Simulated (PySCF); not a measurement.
# C₂H₆AlF, SMILES `C[Al](C)F`: electronic structure

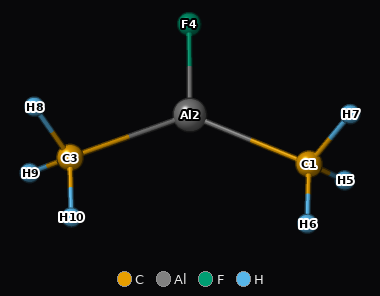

The molecule, with its atoms numbered as below. No frequency check shows the geometry to be a minimum.

Cartesian coordinates (Å):

```
C1       1.8091   -0.8048    0.0004
Al2      0.0031    0.0251    0.0007
C3      -1.8020   -0.8131    0.0006
F4      -0.0129    1.6843   -0.0021
H5       2.3868   -0.4897   -0.8740
H6       1.7882   -1.8957    0.0022
H7       2.3922   -0.4660    0.8741
H8      -2.3812   -0.4992    0.8744
H9      -2.3756   -0.5228   -0.8737
H10     -1.7762   -1.9040    0.0006
```

### 1. Bonding charge

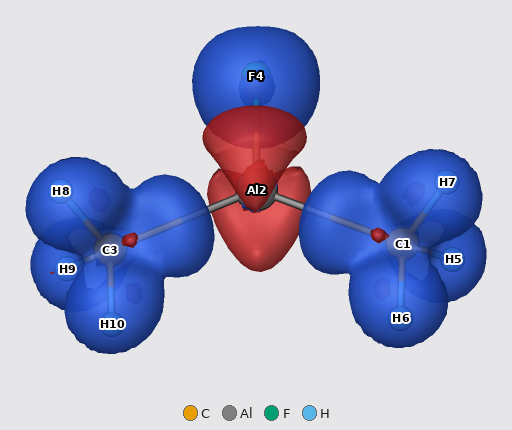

Deformation density (molecule less spherical, spin-averaged free atoms at the same positions), surfaces at ±0.07 e/Å³; blue: gain, red: loss.

Level of theory: B3LYP/def2-SVPD (PySCF), at a geometry from GFN2-xTB.

**How much density has each bond gained at its critical point, relative to the free atoms?**

C1–H6 and C3–H10: +0.62 e/Å³ at the bond critical point (bond length 1.09 Å). C3–H9: +0.62 e/Å³ at the bond critical point (bond length 1.08 Å). C1–H5 and C3–H8: +0.61 e/Å³ at the bond critical point (bond length 1.09 Å). C1–H7: +0.59 e/Å³ at the bond critical point (bond length 1.10 Å). C1–Al2 and Al2–C3: +0.13 e/Å³ at the bond critical point (bond length 1.99 Å). Al2–F4: +0.01 e/Å³ at the bond critical point (bond length 1.66 Å); up to 0.6 Å beside the axis the gain reaches +0.27 e/Å³. In all, 2.2 electrons gather in the regions of gain relative to the promolecule. A small or negative value marks a very polar bond, one between electron-rich atoms, whose free-atom densities already overlap strongly, a long bond to a heavier atom, or a closed-shell contact such as a hydrogen bond.

**Where do the Hirshfeld charges lie?**

The highest Hirshfeld charge is on Al2 (+0.63 e), the lowest on F4 (−0.32 e).

### 2. Bond critical points

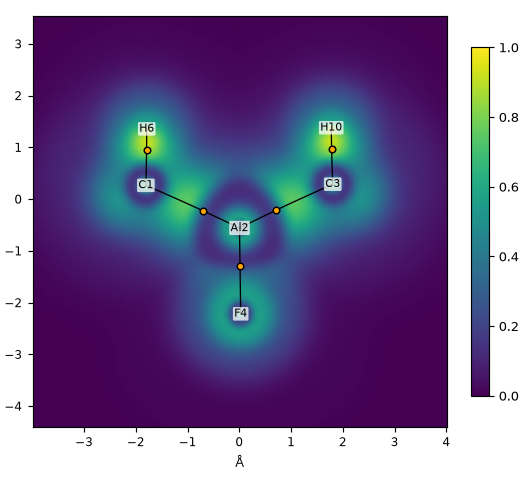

Localised orbital locator (LOL) in the plane of C1, Al2, C3, F4, H6 and H10, with bond paths and bond critical points (dots).

**What values does LOL take at the bond critical points in this plane?**

C1–H6 and C3–H10: about 0.87; C1–Al2 and Al2–C3: about 0.31; Al2–F4: about 0.20. Values above 0.5 mark slow, localised electrons, as in shared pairs; low values at a critical point mark a polar or closed-shell contact whose critical point lies between the shells.

**Where along C1–H6 does the critical point lie?**

0.68 Å from C1 and 0.41 Å from H6.

### 3. Local ionisation energy

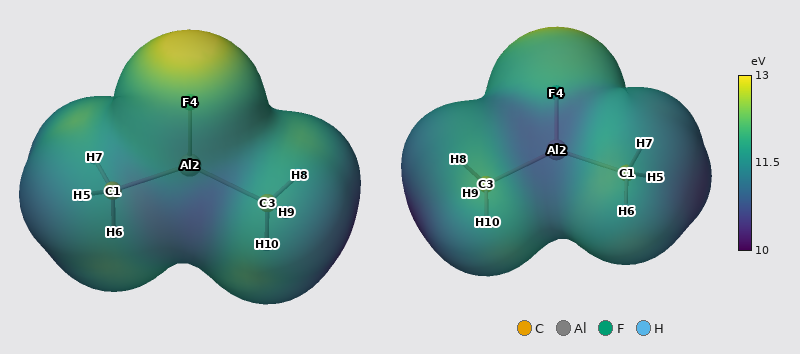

Average local ionisation energy on the surface of electron density 0.001 a.u. (back view left, front view right).

**Where are the most loosely bound electrons on this surface?**

The lowest value is 10.3 eV, near H5 (1.86 Å), H7 (1.93 Å), H6 (1.97 Å) and C1 (2.03 Å), and at like points elsewhere. Further minima include 10.6 eV, over Al2, off the plane of its three bonds (2.0 Å). For comparison, the highest occupied orbital lies at −7.8 eV.

**What volume does the surface enclose, and what is the dipole moment?**

About 109 Å³; the dipole moment is 2.0 D.

### 4. In an electric field

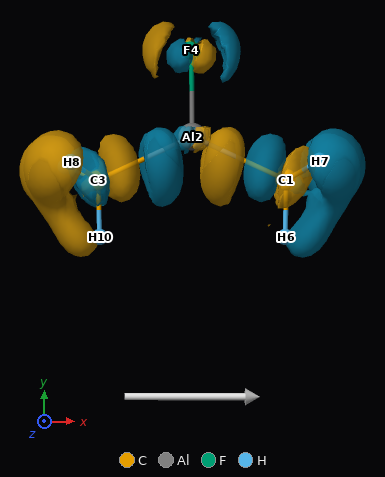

Change of the electron density in a uniform field of 0.21 V/Å along +x (arrow), surfaces at ±0.002 e/Å³ (yellow: gain, teal: loss).

Computed with PySCF, B3LYP/def2-SVPD, geometry: GFN2-xTB.

**How large is the response?**

The induced dipole is 0.64 D (along the field); α along this axis, from the fields in both directions, is 63 bohr³ (9.3 Å³).

**Which atoms gain and lose the most charge?**

Electrons gather most on H8 and H9 alike (Hirshfeld charge changes by −0.007 e) and leave H5 and H7 alike most (+0.007 e); 0.054 electrons are displaced in all.

### 5. Removing or adding an electron

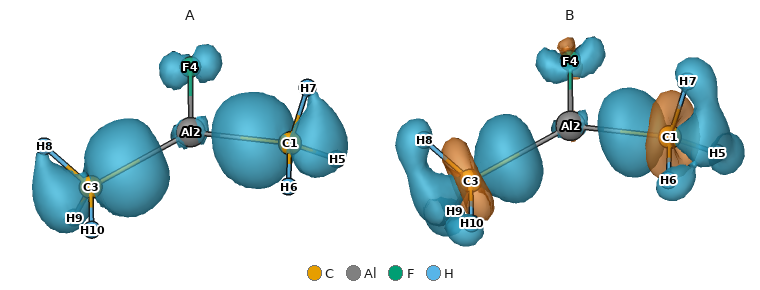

The Fukui function f⁻ from two separate SCF calculations and the density of the HOMO, at ±0.04 e/Å³ (light blue positive, orange negative).

Method: B3LYP/def2-SVPD; geometry: GFN2-xTB; program: PySCF.

**Which panel is which, and how good is the frozen-orbital picture?**

B is f⁻ (it has negative regions), A the HOMO density. The HOMO lies on C1 and C3 (29 % each) and Al2 (19 %); f⁻ (Hirshfeld-condensed) is largest on Al2 (0.17) and C1 and C3 (0.17 each); the vertical ionisation energy is 10.10 eV (the stability of the cation's solution wasn't checked). Relaxation shifts 27 % of the electron between atoms. The orbital energy is −7.78 eV.
